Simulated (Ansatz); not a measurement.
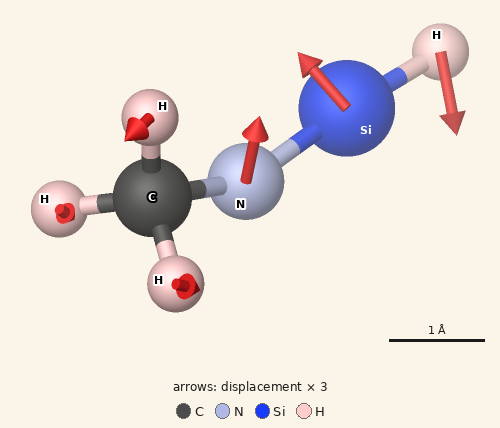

A relaxation of CH4NSi (charge +1). The starting structure is drawn; red arrows show the displacements, 3 times their true length. The two geometries are superimposed by the best rigid fit.

A ball-and-stick model, seen from a free direction.

All numbers below come from Ansatz, RKS PBE0-D4/def2-TZVP.

Input file:
```yaml
crystal:
  periodic: [false, false, false]
  atoms:
    - {symbol: C, position_ang: [-0.810920, 0.688510, -0.251390]}
    - {symbol: N, position_ang: [0.034230, -0.367620, 0.237420]}
    - {symbol: Si, position_ang: [1.374290, -1.177460, 0.429940]}
    - {symbol: H, position_ang: [-1.498800, 0.274220, -0.987510]}
    - {symbol: H, position_ang: [-0.242750, 1.502250, -0.698690]}
    - {symbol: H, position_ang: [-1.385760, 1.070520, 0.592130]}
    - {symbol: H, position_ang: [2.529720, -1.990420, 0.678090]}
basis:
  gaussian: {orbitals: def2-TZVP}
total_charge: 1
hamiltonian: {xc: pbe0, dispersion: d4}
relax: {f_tol: 0.005, max_steps: 200}
```

Command:
```bash
ansatz run in.yaml --threads 2 --pin off --events-out ev --progress --plain --max-ram 4352MiB
```

Describe the change and its energy.

The atom that moves furthest after the best rigid fit is H7 (0.30 Å). By element the largest moves are H 0.30 Å, N 0.27 Å, Si 0.27 Å, C 0.02 Å. Some distances before and after: N2–Si3 1.578 → 1.524 Å, Si3–H7 1.434 → 1.473 Å, C1–N2 1.438 → 1.410 Å, C1–H6 1.090 → 1.097 Å. Bond angles that change, for instance: N2–Si3–H7 175.1° → 150.4°, C1–N2–Si3 156.6° → 164.5°, N2–C1–H4 108.8° → 111.0°. After 16 accepted moves (17 points after the start) the energy has fallen by 24.6 kJ/mol. Largest force component: 3.3 eV/Å at the start, 0.0011 eV/Å at the end. The line search rejected the trial step at point 13 of the run. The forces were under the threshold at step 15, but the run went on from there. Cost: 45 s on 2 threads of Intel Xeon Platinum 8259CL @ 2.50GHz (shared host).
